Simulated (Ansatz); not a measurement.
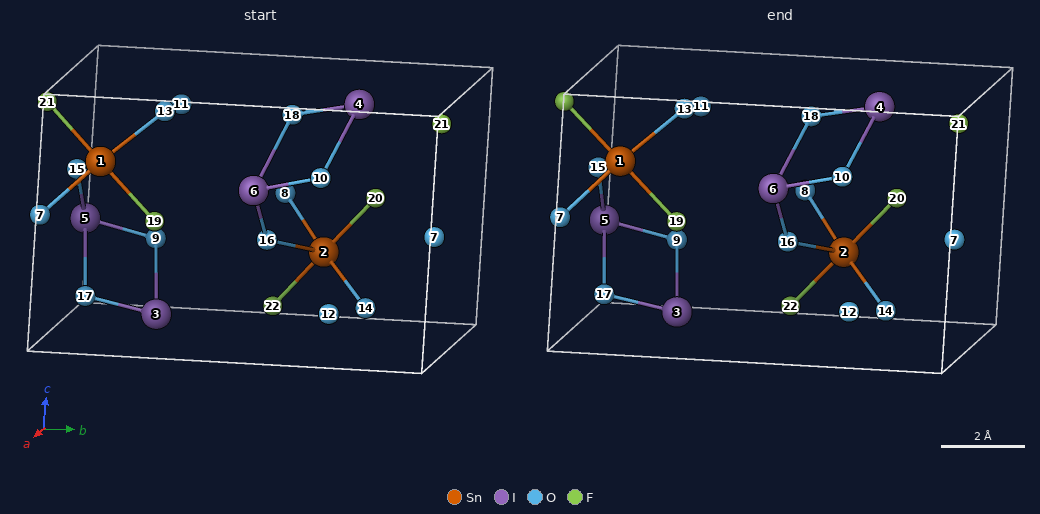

The structure of crystalline SnI$_{2}$O$_{6}$F$_{2}$ (set up in P2_1) before (left) and after (right) a relaxation, at one scale.

Style: ball-and-stick. Shown: the cell of the calculation, slightly off an axis.

The calculation used Ansatz, DFT, PBE, plane-wave PAW, default files, scalar-relativistic.

Input file:
```yaml
crystal:
  lattice:
    - [5.436, 0.0, 0.0]
    - [0.0, 9.91, 0.0]
    - [-1.6721850919, 0.0, 6.0543173041]
  atoms:
    - { symbol: Sn, position: [0.80534, 0.12865, 0.71237] }
    - { symbol: Sn, position: [0.19466, 0.62865, 0.28763] }
    - { symbol: I, position: [0.41731, 0.24455, 0.05449] }
    - { symbol: I, position: [0.58269, 0.74455, 0.94551] }
    - { symbol: I, position: [0.19212, 0.02035, 0.36628] }
    - { symbol: I, position: [0.80788, 0.52035, 0.63372] }
    - { symbol: O, position: [0.9515, 0.0033, 0.5218] }
    - { symbol: O, position: [0.0485, 0.5033, 0.4782] }
    - { symbol: O, position: [0.1385, 0.195, 0.2924] }
    - { symbol: O, position: [0.8615, 0.695, 0.7076] }
    - { symbol: O, position: [0.1386, 0.2376, 0.8178] }
    - { symbol: O, position: [0.8614, 0.7376, 0.1822] }
    - { symbol: O, position: [0.6515, 0.2632, 0.8898] }
    - { symbol: O, position: [0.3485, 0.7632, 0.1102] }
    - { symbol: O, position: [0.4662, 0.0268, 0.6099] }
    - { symbol: O, position: [0.5338, 0.5268, 0.3901] }
    - { symbol: O, position: [0.4762, 0.0695, 0.1213] }
    - { symbol: O, position: [0.5238, 0.5695, 0.8787] }
    - { symbol: F, position: [0.7119, 0.2631, 0.4735] }
    - { symbol: F, position: [0.2881, 0.7631, 0.5265] }
    - { symbol: F, position: [0.8989, 0.9967, 0.9513] }
    - { symbol: F, position: [0.1011, 0.4967, 0.0487] }
kpoints:
  mp_grid: { grid: [4, 2, 4] }
scf:
  occupations: { method: fermi_dirac, width: 0.02 }
hamiltonian:
  xc: pbe
  pseudopotentials: { kind: paw }
output:
  forces: true
  stress: true
  populations: true
  efg:
    quadrupole_moments_barn: { Sn: -0.132, I: -0.68822, O: -0.02558 }
    contact_densities: true
  write_density: true
  write_potential: true
  elf: true
  volumetric_format: npy
relax:
  f_tol: 0.02
  max_steps: 60
```

Run as
```bash
ansatz run input.yaml --threads 2 --pin off --max-ram 5120MiB --backend cpu --events-out ev --progress --plain --runs-dir out
```

**What changed between the two?**

The largest moves, 0.082 Å, are those of O13 and O14. O14 goes along [−2 0 −3]. By element the largest moves are O 0.082 Å, F 0.076 Å, I 0.058 Å, Sn 0.013 Å. The lattice vectors keep their values. Among the contacts that change: I3–O9 2.445 → 2.356 Å, I5–O17 2.501 → 2.423 Å, Sn1–F21 1.953 → 2.000 Å, Sn1–F19 1.969 → 2.016 Å. Bond angles that change, for instance: Sn2–O12–I4 138.7° → 135.4°, O10–I4–O12 88.6° → 90.8°. The space group stays P2_1 (No. 4). Over 5 accepted moves (6 points after the start) the energy falls by 13.6 meV per atom. The largest force component goes from 1.1 to 0.013 eV/Å. The line search rejected the trial step at point 3 of the run. Cost: 5.4 min on 2 threads of Arm Neoverse V2 (shared host), peak memory 1.2 GiB.

Limits of the set-up: layers or molecules are held without a dispersion correction, so their spacing is unreliable.
